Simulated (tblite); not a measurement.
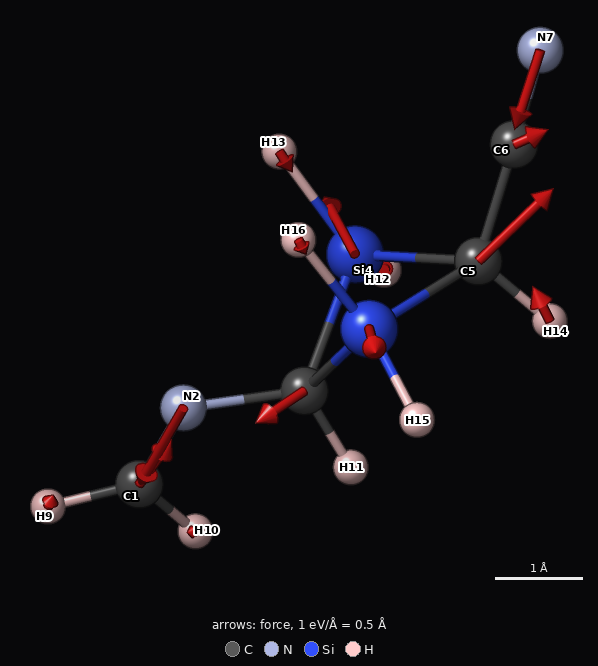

Starting geometry of C$_{4}$H$_{8}$N$_{2}$Si$_{2}$ with the computed forces as red arrows. A ball-and-stick model, seen from a free direction.

These are results of tblite 0.8.0, GFN2-xTB geometry optimisation, gas phase, not measurements. 

Q: What follows when this structure is relaxed?

A: It isn't relaxed: the largest force vector, on an N atom, is 2.92 eV/Å. The final displacements have little in common with the starting forces (cosine between the two patterns 0.13). After 110 geometry steps the energy has fallen by 0.648 eV. An H atom moves most after the best rigid fit: 0.77 Å. By element the largest moves are H 0.77 Å, N 0.70 Å, C 0.44 Å, Si 0.38 Å. Near-neighbour distances that change, for instance: C–Si 1.863 → 1.938 Å, C–Si 1.884 → 1.940 Å, C–C 1.450 → 1.412 Å, C–N 1.291 → 1.255 Å. Bond angles that change, for instance: C–C–H 115.4° → 108.2°, Si–C–Si 85.2° → 91.7°, Si–C–C 109.7° → 116.1°. Groups turn about C–N by about 25°, C–Si by about 25°, C–Si by about 20°. The run took 1.6 s on 1 thread of Arm Neoverse N1, with other jobs on the host.
